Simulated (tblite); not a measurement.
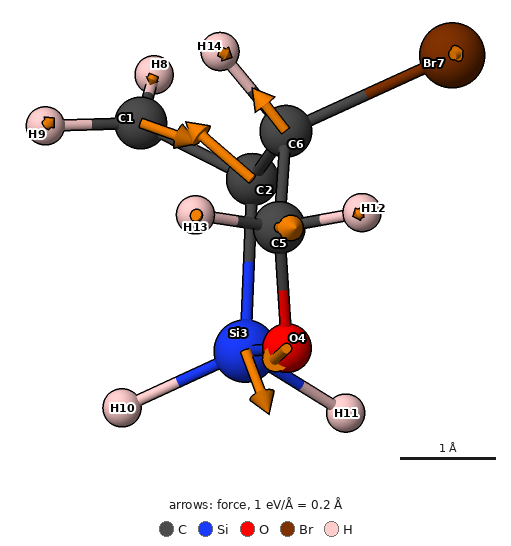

Starting geometry of C$_{4}$H$_{7}$BrOSi (charge +1, multiplicity 2) with the computed forces as orange arrows. The picture is a ball-and-stick view, seen from a free direction.

These are results of GFN2-xTB geometry optimisation, gas phase (tblite 0.8.0), not measurements. 

**Is this structure relaxed? If not, where do the atoms go?**

It isn't relaxed: the largest force vector, on C2, is 4.89 eV/Å. The final displacements have little in common with the starting forces (cosine between the two patterns 0.23). The energy falls by 2.608 eV in 101 geometry steps. The largest move after the best rigid fit is that of H9, 1.73 Å. By element the largest moves are H 1.73 Å, C 0.54 Å, Br 0.37 Å, O 0.25 Å, Si 0.13 Å. Near-neighbour distances that change, for instance: C2–Si3 1.838 → 2.015 Å, C1–C2 1.474 → 1.307 Å, Si3–O4 1.732 → 1.610 Å, C5–C6 1.458 → 1.528 Å. Bond angles that change, for instance: C2–Si3–H10 115.0° → 98.8°, C1–C2–C6 116.9° → 131.1°, Si3–O4–C5 108.5° → 119.7°. The run took 0.77 s on 1 thread of AMD EPYC 9B14 (shared host).
